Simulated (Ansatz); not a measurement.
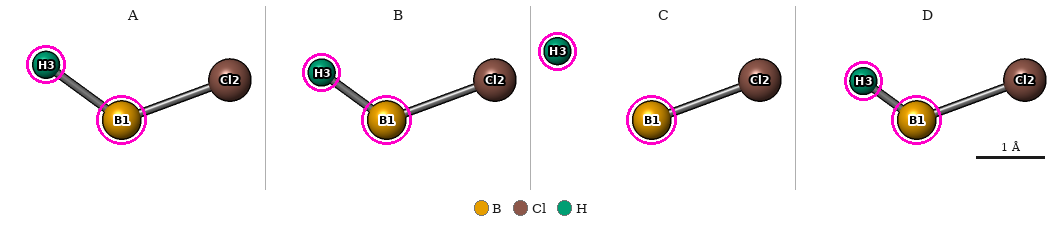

BHCl (multiplicity 2): the B1–H3 distance is varied, with the rest of the molecule carried along rigidly. Style: ball-and-stick. Shown face on. The ringed atoms are those of the scanned coordinate.

Level of theory: CCSD(T) (def2-TZVPP, Ansatz), on geometries moved rigidly from the minimum at PBE0-D4/def2-TZVP. Coupled cluster with a frozen core. Energies are counted from the PBE0-D4/def2-TZVP minimum geometry at the same level.

Order these geometries by energy, lowest first.

Answer. Lowest first: B (the distance 1.193 Å, 0.0 kJ/mol), A (the distance 1.387 Å, 32.0 kJ/mol), D (the distance 0.979 Å, 75.6 kJ/mol), C (the distance 1.730 Å, 143.1 kJ/mol). Over the whole scan: the lowest computed point lies at the distance 1.189 Å (0.0 kJ/mol). The end points stand at 75.6 kJ/mol (0.979 Å) and 143.1 kJ/mol (1.730 Å). The curvature at the lowest point is about 24 eV/Å² (3.9 mdyn/Å). The well is steeper on the short side, as for any bond.
